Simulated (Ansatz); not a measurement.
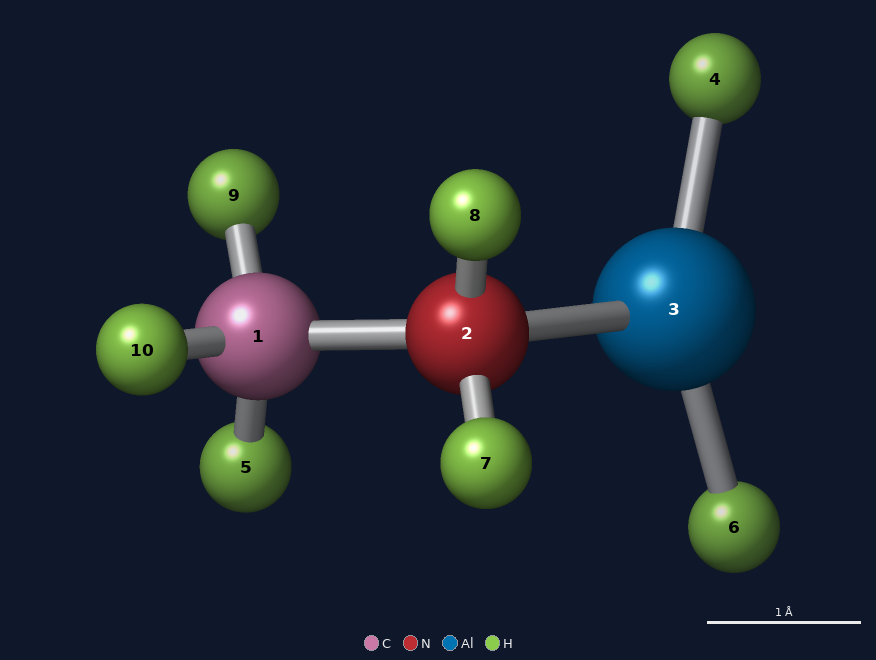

The atoms are numbered. Charge +1, singlet. Computed geometry: PBE0-D4/def2-TZVP optimisation. No frequency run is at hand to confirm it as a minimum.

Describe the coordination of atom 2.

N2 has 4 neighbours (C1 at 1.50, Al3 at 1.97, H7 at 1.02, H8 at 1.02 Å); the arrangement is tetrahedral.

How are the neighbours of atom 3 arranged?

Al3 has 3 neighbours (N2 at 1.97, H4 at 1.56, H6 at 1.56 Å); the arrangement is trigonal planar.

What is the geometry at C1?

C1 has 4 neighbours (N2 at 1.50, H5 at 1.09, H9 at 1.09, H10 at 1.09 Å); the arrangement is tetrahedral.
